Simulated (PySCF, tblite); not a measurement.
# 2-methoxyfuran: dynamics, then NMR shifts on frames, part 2 of 2

tblite 0.8.0 and PySCF 2.14.0. Atoms count from 0.

**5. NMR shieldings: 625 fs, PBE0/pcSseg-1**

The job: settings as JSON, then the geometry in Å.

```
{"job": {"kind": "nmr", "xc": "PBE0", "basis": "pcSseg-1", "pop": false}, "charge": 0, "multiplicity": 1}
C     -3.047800    -0.612100     0.832400
O     -1.863000    -1.240900     1.096500
C     -0.793700    -0.660900     0.567400
C      0.478800    -1.111400     0.967100
C      1.343700    -0.193200     0.325200
C      0.585700     0.619200    -0.444000
O     -0.742300     0.379600    -0.286700
H     -3.096900     0.315500     1.421300
H     -3.101800    -0.439200    -0.256400
H     -3.730400    -1.380200     1.223500
H      0.610800    -1.836800     1.725400
H      2.395200    -0.106300     0.469100
H      0.995200     1.329000    -1.076800
```

With the program's defaults for keys left out, this is: GIAO PBE0/pcSseg-1 NMR shielding, non-relativistic, gas phase.

Log:

```text
coarse grid: 11328 points
cycle   1  E = -343.9476268082  dE =  1.505e+00  |g| = 6.390e-01  |ddm| = 3.342e+00
cycle   2  E = -343.8896556708  dE =  5.797e-02  |g| = 8.460e-01  |ddm| = 9.649e-01
cycle   3  E = -344.0265852441  dE = -1.369e-01  |g| = 1.003e-01  |ddm| = 5.774e-01
cycle   4  E = -344.0283820377  dE = -1.797e-03  |g| = 5.348e-02  |ddm| = 1.232e-01
cycle   5  E = -344.0289362814  dE = -5.542e-04  |g| = 1.428e-02  |ddm| = 4.471e-02
cycle   6  E = -344.0289758617  dE = -3.958e-05  |g| = 3.796e-03  |ddm| = 1.313e-02
cycle   7  E = -344.0289788551  dE = -2.993e-06  |g| = 1.269e-03  |ddm| = 3.927e-03
final grid: 110688 points
cycle   8  E = -344.0912462866  dE = -2.221e-05  |g| = 1.286e-02  |ddm| = 2.449e-02
cycle   9  E = -344.0912027628  dE =  4.352e-05  |g| = 1.998e-02  |ddm| = 1.889e-02
cycle  10  E = -344.0912754643  dE = -7.270e-05  |g| = 2.221e-03  |ddm| = 1.290e-02
cycle  11  E = -344.0912766309  dE = -1.167e-06  |g| = 3.595e-04  |ddm| = 1.997e-03
cycle  12  E = -344.0912766538  dE = -2.292e-08  |g| = 1.259e-04  |ddm| = 3.281e-04
cycle  13  E = -344.0912766571  dE = -3.296e-09  |g| = 2.659e-05  |ddm| = 1.024e-04
cycle  14  E = -344.0912766572  dE = -9.288e-11  |g| = 1.588e-05  |ddm| = 2.963e-05
converged SCF energy = -344.0912766572

GIAO shielding tensors (ppm)
atom      isotropic    diamagn.    paramagn.     s11        s22        s33       span
  0 C      132.584     246.461    -113.877    106.466    116.312    174.975     68.509
  1 O      239.412     396.861    -157.448    123.059    292.966    302.212    179.153
  2 C        9.522     256.324    -246.802    -71.731     34.811     65.486    137.217
  3 C       86.301     253.990    -167.689     12.329     89.370    157.204    144.875
  4 C       62.938     256.155    -193.217    -35.112     59.158    164.767    199.879
  5 C       55.230     251.020    -195.790    -17.972     75.220    108.442    126.413
  6 O       75.989     400.034    -324.046    -72.332     30.165    270.133    342.465
  7 H       27.595      28.358      -0.763     24.254     25.283     33.248      8.995
  8 H       26.950      28.253      -1.303     23.089     25.544     32.216      9.127
  9 H       27.063      26.696       0.367     22.226     26.016     32.948     10.721
 10 H       25.698      33.190      -7.492     23.213     25.578     28.303      5.090
 11 H       25.101      31.949      -6.848     23.816     25.653     25.835      2.019
 12 H       25.192      32.093      -6.901     22.326     26.070     27.180      4.853
```

It took 13 s on 1 thread of Arm Neoverse V1, shared host; peak memory 0.72 GiB.

Key values: δ C2 177.4, C5 131.7, C4 124.0, C3 100.6, H11 6.62, H12 6.53 ppm.

**6. Nuclear shieldings: 800 fs, PBE0/pcSseg-1**

The job: settings as JSON, then the geometry in Å.

```
{"job": {"kind": "nmr", "xc": "PBE0", "basis": "pcSseg-1", "pop": false}, "charge": 0, "multiplicity": 1}
C     -3.180900    -0.847900     0.709100
O     -1.833700    -1.282300     0.980900
C     -0.801000    -0.525200     0.555700
C      0.533700    -0.600500     0.809700
C      1.166300     0.322000    -0.105100
C      0.196800     0.697800    -1.000400
O     -1.004000     0.228900    -0.608000
H     -3.499400    -0.079300     1.381800
H     -3.270400    -0.574100    -0.288800
H     -3.769400    -1.761400     0.830600
H      0.953100    -1.018300     1.646200
H      2.243300     0.373600    -0.337100
H      0.214100     1.379500    -1.859000
```

Level: GIAO PBE0/pcSseg-1 NMR shielding, non-relativistic, gas phase.

Log:

```text
coarse grid: 11328 points
cycle   1  E = -343.9590957716  dE =  1.286e+00  |g| = 6.334e-01  |ddm| = 3.304e+00
cycle   2  E = -343.9052863914  dE =  5.381e-02  |g| = 8.423e-01  |ddm| = 9.547e-01
cycle   3  E = -344.0363095260  dE = -1.310e-01  |g| = 6.996e-02  |ddm| = 5.437e-01
cycle   4  E = -344.0372572887  dE = -9.478e-04  |g| = 2.923e-02  |ddm| = 9.059e-02
cycle   5  E = -344.0374419690  dE = -1.847e-04  |g| = 1.047e-02  |ddm| = 3.556e-02
cycle   6  E = -344.0374619542  dE = -1.999e-05  |g| = 4.230e-03  |ddm| = 1.046e-02
cycle   7  E = -344.0374658818  dE = -3.928e-06  |g| = 7.223e-04  |ddm| = 3.711e-03
final grid: 110688 points
cycle   8  E = -344.1008562868  dE = -1.437e-05  |g| = 1.453e-02  |ddm| = 2.469e-02
cycle   9  E = -344.1007932740  dE =  6.301e-05  |g| = 2.345e-02  |ddm| = 2.209e-02
cycle  10  E = -344.1008933986  dE = -1.001e-04  |g| = 2.484e-03  |ddm| = 1.524e-02
cycle  11  E = -344.1008949015  dE = -1.503e-06  |g| = 4.108e-04  |ddm| = 2.341e-03
cycle  12  E = -344.1008949335  dE = -3.198e-08  |g| = 1.312e-04  |ddm| = 3.931e-04
cycle  13  E = -344.1008949368  dE = -3.275e-09  |g| = 4.518e-05  |ddm| = 1.188e-04
cycle  14  E = -344.1008949372  dE = -3.877e-10  |g| = 1.460e-05  |ddm| = 4.293e-05
converged SCF energy = -344.1008949372

GIAO shielding tensors (ppm)
atom      isotropic    diamagn.    paramagn.     s11        s22        s33       span
  0 C      130.452     242.794    -112.342     98.436    104.985    187.935     89.499
  1 O      241.605     395.069    -153.464    143.792    270.627    310.395    166.602
  2 C       12.771     257.334    -244.563    -50.073     30.383     58.002    108.076
  3 C       94.769     252.951    -158.181     32.697     81.744    169.867    137.170
  4 C       66.359     255.700    -189.342    -22.320     70.185    151.210    173.530
  5 C       42.490     253.765    -211.275    -42.963     58.406    112.027    154.990
  6 O       31.233     401.747    -370.513   -113.706    -10.806    218.212    331.919
  7 H       28.320      28.240       0.079     24.720     25.946     34.294      9.574
  8 H       28.169      30.762      -2.593     23.475     27.761     33.270      9.795
  9 H       27.654      26.733       0.921     23.691     25.774     33.497      9.807
 10 H       27.020      33.003      -5.983     24.113     27.485     29.463      5.350
 11 H       24.810      30.178      -5.368     22.934     24.795     26.700      3.766
 12 H       24.013      30.035      -6.022     21.157     24.766     26.115      4.958
```

It took 13 s on 1 thread of Arm Neoverse V1, shared host; peak memory 0.72 GiB.

Key values: δ C2 174.2, C5 144.4, C4 120.6, C3 92.2, H12 7.70, H11 6.91 ppm.

**7. Nuclear shieldings: 1000 fs, PBE0/pcSseg-1**

The job: settings as JSON, then the geometry in Å.

```
{"job": {"kind": "nmr", "xc": "PBE0", "basis": "pcSseg-1", "pop": false}, "charge": 0, "multiplicity": 1}
C     -3.364900    -0.828800     0.547600
O     -2.095500    -1.403700     0.910200
C     -0.979800    -0.780600     0.519500
C      0.309200    -1.131500     0.723500
C      1.039500    -0.196700     0.003100
C      0.157100     0.624100    -0.575600
O     -1.107700     0.296500    -0.228100
H     -3.455200     0.153400     0.936800
H     -3.553700    -0.830700    -0.532600
H     -4.028000    -1.493500     0.996400
H      0.825400    -1.889200     1.266100
H      2.091900    -0.172400    -0.115100
H      0.197700     1.434400    -1.280800
```

Method: GIAO PBE0/pcSseg-1 NMR shielding, non-relativistic, gas phase.

Log:

```text
coarse grid: 11328 points
cycle   1  E = -343.9660510093  dE =  1.581e+00  |g| = 6.298e-01  |ddm| = 3.383e+00
cycle   2  E = -343.9286849943  dE =  3.737e-02  |g| = 7.831e-01  |ddm| = 9.027e-01
cycle   3  E = -344.0424236559  dE = -1.137e-01  |g| = 8.162e-02  |ddm| = 4.956e-01
cycle   4  E = -344.0435332692  dE = -1.110e-03  |g| = 4.106e-02  |ddm| = 8.609e-02
cycle   5  E = -344.0438320838  dE = -2.988e-04  |g| = 1.310e-02  |ddm| = 3.307e-02
cycle   6  E = -344.0438627758  dE = -3.069e-05  |g| = 3.652e-03  |ddm| = 1.124e-02
cycle   7  E = -344.0438655962  dE = -2.820e-06  |g| = 7.820e-04  |ddm| = 3.363e-03
final grid: 110688 points
cycle   8  E = -344.1065191157  dE = -1.867e-05  |g| = 1.383e-02  |ddm| = 2.798e-02
cycle   9  E = -344.1064705282  dE =  4.859e-05  |g| = 2.131e-02  |ddm| = 1.962e-02
cycle  10  E = -344.1065530860  dE = -8.256e-05  |g| = 2.072e-03  |ddm| = 1.340e-02
cycle  11  E = -344.1065541372  dE = -1.051e-06  |g| = 3.215e-04  |ddm| = 1.984e-03
cycle  12  E = -344.1065541541  dE = -1.688e-08  |g| = 1.454e-04  |ddm| = 3.049e-04
cycle  13  E = -344.1065541583  dE = -4.185e-09  |g| = 3.940e-05  |ddm| = 1.202e-04
cycle  14  E = -344.1065541586  dE = -2.775e-10  |g| = 1.408e-05  |ddm| = 3.510e-05
converged SCF energy = -344.1065541586

GIAO shielding tensors (ppm)
atom      isotropic    diamagn.    paramagn.     s11        s22        s33       span
  0 C      131.970     240.889    -108.919     99.998    110.219    185.695     85.697
  1 O      240.862     394.066    -153.204    140.611    280.977    300.998    160.387
  2 C       25.502     256.284    -230.782    -30.997     36.687     70.815    101.812
  3 C      106.069     252.142    -146.073     55.906     91.372    170.930    115.023
  4 C       70.654     255.207    -184.553    -20.784     68.856    163.890    184.675
  5 C       55.498     252.302    -196.804     -9.403     66.722    109.174    118.578
  6 O       67.666     401.940    -334.273    -40.842      0.582    243.259    284.100
  7 H       28.373      28.967      -0.594     25.187     25.732     34.199      9.012
  8 H       27.756      28.162      -0.406     24.359     25.523     33.387      9.029
  9 H       28.680      27.456       1.224     24.200     27.144     34.696     10.497
 10 H       26.353      32.013      -5.659     22.604     27.153     29.303      6.699
 11 H       25.497      32.491      -6.994     23.915     25.980     26.598      2.683
 12 H       25.053      31.682      -6.629     21.553     25.576     28.029      6.476
```

It took 13 s on 1 thread of Arm Neoverse V1, shared host; peak memory 0.72 GiB.

This run: δ C2 161.4, C5 131.4, C4 116.3, C3 80.9, H12 6.66, H11 6.22 ppm.

**8. Comparing the runs: NMR shifts**

Shifts (ppm) of some atoms, chosen among heavy atoms and hydrogens apart, with basis size and wall time:

```csv
frame,C2,C5,C3,H9,H7,O6,O1,functions,time
250 fs,179.8,132.8,107.0,3.86,3.42,285.9,99.7,149,13 s
425 fs,159.7,138.1,81.0,3.97,5.12,276.9,86.9,149,13 s
625 fs,177.4,131.7,100.6,4.65,4.12,260.1,96.7,149,13 s
800 fs,174.2,144.4,92.2,4.06,3.40,304.8,94.5,149,13 s
1000 fs,161.4,131.4,80.9,3.04,3.34,268.4,95.2,149,13 s
```

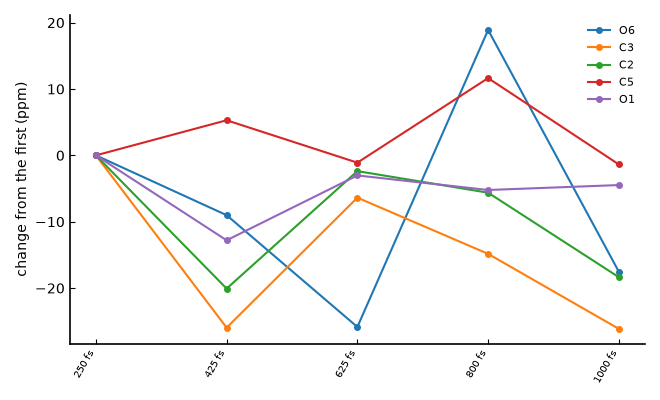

How five of the tabulated atoms move from run to run.

**9. Results**

This closing draws on all 2 parts.

| quantity | value |
| --- | --- |
| thermostat | 300 K |
| mean temperature, second half | 307 K |
| mean potential energy above the minimum | 0.43 eV |
| ¹³C shifts against TMS (PBE0/pcSseg-1, 250 fs) | 179.8, 132.8, 116.4, 107.0, 51.5 ppm |
| ¹H shifts against TMS (PBE0/pcSseg-1, 250 fs) | 7.11, 6.70, 5.95, 4.16, 3.86, 3.42 ppm |
| ¹⁷O shifts against H2O (PBE0/pcSseg-1, 250 fs) | 285.9, 99.7 ppm |
| range of the shift of O6 | 260.1 to 304.8 ppm |

What this shows: In the second half the potential energy averages 0.43 eV above the minimum; equipartition over 33 harmonic modes at 300 K would give 0.43 eV. With 13 atoms the temperature swings widely (145 to 412 K). Shifts at one fixed geometry are not the observed spectrum, which averages over the motion. In the first frame run (250 fs): The largest span, 365 ppm, is at O6, where the paramagnetic term is -350 ppm. NICS(1)zz of -25 ppm above the planar ring from C2 marks a diatropic (aromatic) ring current. Across the 5 runs the shift of O6 moves most, between 260.1 (625 fs) and 304.8 ppm (800 fs).
